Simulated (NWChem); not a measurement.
**CH4BClFSb (SMILES C[B](F)[SbH][Cl]) at 3 levels**

We compute a comparison of 3 runs (HF/STO-3G, HF/3-21G, r2SCAN/def2-SVP) of CH4BClFSb. 

The results are computed with NWChem 7.3.0.

## (1) Starting point

CH4BClFSb: 9 atoms, total charge 0, spin state singlet. SMILES: `C[B](F)[SbH][Cl]`. The shape is that of a PBE0-D4/def2-TZVP optimisation. This is one conformer, not always the lowest.

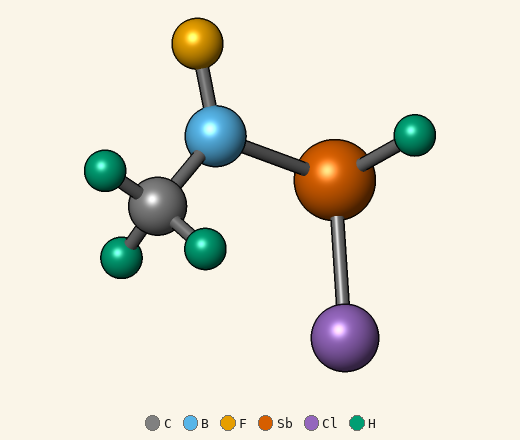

Viewed from a chosen angle; carbon grey, boron blue, fluorine amber, antimony orange, chlorine purple, hydrogen teal.

## (2) Energy and gradient at HF/STO-3G (run 1)

Input file calc.xyz:

```xyz
9
CH4BClFSb
C     -1.220800     0.041200     0.335400
B      0.255600    -0.065200     0.788400
F      0.576300    -0.505400     1.998100
Sb     2.049100     0.549200    -0.490400
Cl     0.795500     0.786700    -2.487500
H     -1.459100     1.085000     0.100700
H     -1.925100    -0.328700     1.083500
H     -1.365500    -0.495800    -0.607600
H      2.382400    -1.113500    -0.737600
```

Input file calc.nw:

```
start calc
title "CH4BClFSb"
memory total 2200 mb

geometry noautosym nocenter noautoz
  load calc.xyz
end

basis spherical bse
  * library STO-3G
end

scf
  thresh 1e-08
  maxiter 80
  noprint "final vectors analysis"
end

task scf gradient
```

Started as:

```
$ nwchem calc.nw > calc.out
```

Standard output:

```text
[...]
  functions       =    55
[...]
  wavefunction    = RHF
[...]
         Total SCF energy =  -6868.210805964549
      One-electron energy = -10551.248697422488
      Two-electron energy =   3149.907487815020
 Nuclear repulsion energy =    533.130403642920
        Time for solution =      9.3s
[...]
                         RHF ENERGY GRADIENTS
    atom               coordinates                        gradient
                 x          y          z           x          y          z
   1 C      -2.306977   0.077857   0.633814    0.021398  -0.005231   0.014845
   2 B       0.483014  -0.123210   1.489860   -0.037156   0.002539  -0.035340
   3 F       1.089049  -0.955068   3.775861    0.012853  -0.007020   0.026188
   4 Sb      3.872238   1.037838  -0.926722    0.005546   0.030251   0.000011
   5 Cl      1.503277   1.486647  -4.700693   -0.000694   0.000677   0.001716
   6 H      -2.757299   2.050353   0.190295   -0.000352   0.007615  -0.005267
   7 H      -3.637912  -0.621153   2.047518   -0.003419  -0.002412   0.006389
   8 H      -2.580421  -0.936926  -1.148198    0.001086  -0.000689  -0.008876
   9 H       4.502083  -2.104210  -1.393862    0.000739  -0.025730   0.000334
[...]
```

Wall time 16 s (1 thread of Intel Xeon Platinum 8375C at 2.90GHz (Ice Lake), shared host); peak memory 0.1 GiB.

## (3) Energy and forces at HF/3-21G (run 2)

Input file nw.nw:

```
START nw
memory 2200 mb

GEOMETRY units au noautosym nocenter noautoz
  C  -2.30697765  0.07785672  0.63381414
  B   0.48301400 -0.12321014  1.48986008
  F   1.08904917 -0.95506758  3.77586177
  Sb  3.87223780  1.03783759 -0.92672169
  Cl  1.50327713  1.48664754 -4.70069374
  H  -2.75729939  2.05035285  0.19029542
  H  -3.63791176 -0.62115298  2.04751826
  H  -2.58042102 -0.93692621 -1.14819759
  H   4.50208352 -2.10421004 -1.39386199
END

BASIS spherical bse
  C library 3-21G
  B library 3-21G
  F library 3-21G
  Sb library 3-21G
  Cl library 3-21G
  H library 3-21G
END

SCF
  thresh 1e-08
  maxiter 80
END

TASK scf gradient
```

Started as:

```
$ nwchem nw.nw > nw.out
```

Standard output:

```text
[...]
  functions       =    79
[...]
  wavefunction    = RHF
[...]
         Total SCF energy =  -6906.486988323520
      One-electron energy = -10584.851975542513
      Two-electron energy =   3145.234622069397
 Nuclear repulsion energy =    533.130365149597
        Time for solution =      9.8s
[...]
                         RHF ENERGY GRADIENTS
    atom               coordinates                        gradient
                 x          y          z           x          y          z
   1 C      -2.306978   0.077857   0.633814    0.004968  -0.001155   0.005946
   2 B       0.483014  -0.123210   1.489860    0.010109  -0.010513   0.015593
   3 F       1.089049  -0.955068   3.775862   -0.009074   0.010115  -0.024683
   4 Sb      3.872238   1.037838  -0.926722   -0.019573   0.000974  -0.026289
   5 Cl      1.503277   1.486648  -4.700694    0.017423  -0.004040   0.029648
   6 H      -2.757299   2.050353   0.190295    0.000949   0.003630  -0.001894
   7 H      -3.637912  -0.621153   2.047518   -0.002710  -0.001771   0.004286
   8 H      -2.580421  -0.936926  -1.148198    0.001751  -0.001173  -0.004317
   9 H       4.502084  -2.104210  -1.393862   -0.003843   0.003934   0.001709
[...]
```

Run time: 17 s. Hardware: 1 thread of Intel Xeon Platinum 8375C at 2.90GHz (Ice Lake), shared host; peak memory 0.1 GiB.

## (4) Energy and gradient at r2SCAN/def2-SVP (core potential) (run 3)

Input file ch4bclfsb.xyz:

```xyz
9
CH4BClFSb
C     -1.220800     0.041200     0.335400
B      0.255600    -0.065200     0.788400
F      0.576300    -0.505400     1.998100
Sb     2.049100     0.549200    -0.490400
Cl     0.795500     0.786700    -2.487500
H     -1.459100     1.085000     0.100700
H     -1.925100    -0.328700     1.083500
H     -1.365500    -0.495800    -0.607600
H      2.382400    -1.113500    -0.737600
```

Input file ch4bclfsb.nw:

```
start ch4bclfsb
title "CH4BClFSb"
memory total 2200 mb
geometry units angstroms noautosym nocenter noautoz
  load format xyz ch4bclfsb.xyz
end
basis spherical bse
  * library def2-SVP
end
ecp bse
  Sb library def2-SVP
end
dft
  xc r2scan
  grid fine
  convergence energy 1e-08
  maxiter 100
  mulliken
  noprint "final vectors analysis"
end
task dft gradient
```

Started as:

```
$ nwchem ch4bclfsb.nw > ch4bclfsb.out
```

Standard output:

```text
[...]
          Wavefunction type:  closed shell.
          No. of atoms     :     9
          No. of electrons :    64
[...]
          Charge           :     0
          Spin multiplicity:     1
[...]
          AO basis - number of functions:   106
[...]
              XC Information
              --------------
                      r^2SCAN Method XC Functional
               r^2SCAN metaGGA Exchange Functional  1.000
                     r^2SCAN Correlation Potential  1.000
[...]
 d= 0,ls=0.0,diis     1   -865.3677433639 -1.17D+03  1.57D-02  6.11D-01     3.8
[...]
 d= 0,ls=0.0,diis    10   -865.4505680225 -5.52D-09  4.60D-07  3.74D-09    30.8
         Total DFT energy =     -865.450568022519
      One electron energy =    -1888.847036051329
           Coulomb energy =      787.744957963158
    Exchange-Corr. energy =      -69.096627117005
 Nuclear repulsion energy =      304.748137182657
[...]
      Total Density - Mulliken Population Analysis
     ---------------------------------------------
    Atom       Charge   Shell Charges
 -----------   ------   -------------------------------------------------------
    1 C    6     6.16   1.99  0.89  0.19  2.14  0.95  0.02
    2 B    5     4.92   1.99  0.85  0.20  1.43  0.32  0.13
    3 F    9     9.09   1.99  1.14  0.72  3.36  1.88  0.01
    4 Sb  23    22.65  -0.08  2.11  1.35  0.38  3.07  2.95  1.75  0.97  9.75  0.39
    5 Cl  17    17.35   2.00  1.99  1.23  0.76  5.93  2.11  3.31  0.01
    6 H    1     0.92   0.72  0.17  0.03
    7 H    1     0.93   0.73  0.18  0.03
    8 H    1     0.91   0.72  0.16  0.03
    9 H    1     1.06   0.68  0.36  0.01
[...]
  wavefunction    = closed shell
                         DFT ENERGY GRADIENTS
    atom               coordinates                        gradient
                 x          y          z           x          y          z
   1 C      -2.306977   0.077857   0.633814   -0.003087   0.000305  -0.000990
   2 B       0.483014  -0.123210   1.489860    0.000176  -0.000093   0.002213
   3 F       1.089049  -0.955068   3.775861   -0.001368   0.001498  -0.004381
   4 Sb      3.872238   1.037838  -0.926722   -0.006379  -0.002376  -0.007234
   5 Cl      1.503277   1.486647  -4.700693    0.005933  -0.001170   0.008093
   6 H      -2.757299   2.050353   0.190295    0.001101  -0.005269   0.001567
   7 H      -3.637912  -0.621153   2.047518    0.003731   0.001968  -0.004194
   8 H      -2.580421  -0.936926  -1.148198    0.000473   0.002327   0.005164
   9 H       4.502083  -2.104210  -1.393862   -0.000579   0.002810  -0.000240
[...]
```

Run time: 47 s. Hardware: 1 thread of Intel Xeon Platinum 8375C at 2.90GHz (Ice Lake), shared host; peak memory 0.13 GiB.

## (5) Overview of the runs

```tsv
run	level	iteration cap	module	energy (Eh)	dipole moment (D)	largest force (eV/Å)	wall time
1	HF/STO-3G	80	scf	-6868.210806	2.90	2.640	16 s
2	HF/3-21G	80	scf	-6906.486988	2.71	1.780	17 s
3	r2SCAN/def2-SVP (core potential)	100	dft	-865.450568	1.82	0.520	47 s
```

## (6) Summary of results

| quantity | value |
| --- | --- |
| run 3: total energy | -865.45057 Eh |
| run 3: dipole moment | 1.82 D |
| run 3: largest force on an atom | 0.520 eV/Å |

What this shows: The dipole moment (its size) runs from 1.82 D (r2SCAN/def2-SVP) to 2.90 D (HF/STO-3G). The two ends differ in method and basis and core potential. Some runs of one species differ in core potentials or relativity; totals across that change don't compare. In run 1 the basis is minimal, so the values are rough. In runs 1, 2 relativity is left out where basis or elements ask for it. All runs together took 79 s, the longest 47 s.
